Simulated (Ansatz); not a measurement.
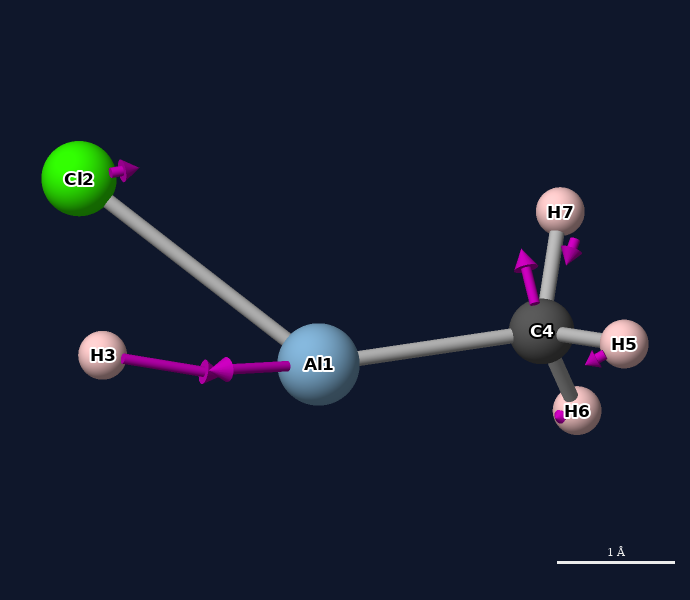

Arrows show the forces on the atoms, 0.5 Å of arrow for 1 eV/Å; forces under a tenth of the largest aren't drawn. Level of theory: r2SCANh-D4/def2-TZVPP (Ansatz 0.2.0).

**On which atom is the force largest, and how large is it?**

On H3: 1.87 eV/Å.

List the force components in the frame of the picture (x right, y up, z towards the viewer), in eV/Å.

```json
{"atom": "Al1", "Fx": "−1.35", "Fy": "−0.08", "Fz": "0.89"}
{"atom": "Cl2", "Fx": "0.49", "Fy": "0.09", "Fz": "−0.17"}
{"atom": "H3", "Fx": "1.72", "Fy": "−0.28", "Fz": "−0.67"}
{"atom": "C4", "Fx": "−0.23", "Fy": "0.95", "Fz": "−0.28"}
{"atom": "H5", "Fx": "−0.35", "Fy": "−0.19", "Fz": "−0.02"}
{"atom": "H6", "Fx": "−0.13", "Fy": "−0.05", "Fz": "0.14"}
{"atom": "H7", "Fx": "−0.16", "Fy": "−0.45", "Fz": "0.12"}
```
